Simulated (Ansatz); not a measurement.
Cost and result by functional for the adsorption energy of CO on the 1x1 (10-10) surface of wurtzite AlN (cut with top plane Al + N), one in a 2x1 cell, started at the site 'hollow Al', in Ansatz (plane waves, PAW). Single points on the PBE structure, on one kind of machine; costs are rough ratios of the slab run's core time (references not counted) to the cheapest single point. r2SCAN's cost holds its higher cutoff (500 against 420 eV). Differences are taken against HSE06 for comparison alone: no measured value is at hand, so the table doesn't rank accuracy. HSE06 ran on a coarser k-mesh, which lowers its cost and may carry part of its shift.

Host crystal: wurtzite AlN, with a band gap (PBE, scalar-relativistic without spin-orbit coupling).

Set-up: 34 atoms, 8.9 Å thick at the start under the adsorbate (thin: gaps and levels are the slab's own); mesh 3x4x1; 0.01 eV smearing; dipole correction on; 16 atoms held, the rest relaxed; no symmetry held; no spin, no spin-orbit, no U, no dispersion correction. At the end it is bonded to Al. In PBE it is, or lies within 0.03 eV of, the lowest of the starts that converged. These notes are the PBE run's. Adsorption energies are against CO(g). A negative adsorption energy means that the adsorbate is more stable on the surface than in its reference.

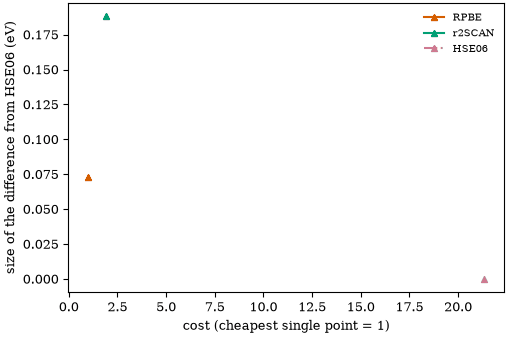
*Difference from HSE06 against cost*

| functional | relative cost | adsorption energy (eV) | less HSE06 (eV) |
|---|---|---|---|
| RPBE | 1 | -0.50 | 0.07 |
| r2SCAN | 2 | -0.76 | -0.19 |
| HSE06 | 20 | -0.57 | 0.00 |
| PBE (the relaxed run's value) | – | -0.72 | -0.15 |

The values span 0.26 eV, while the single points' costs differ by a factor of roughly 20. Differences are of unrounded values.

Ansatz is a first-principles code.
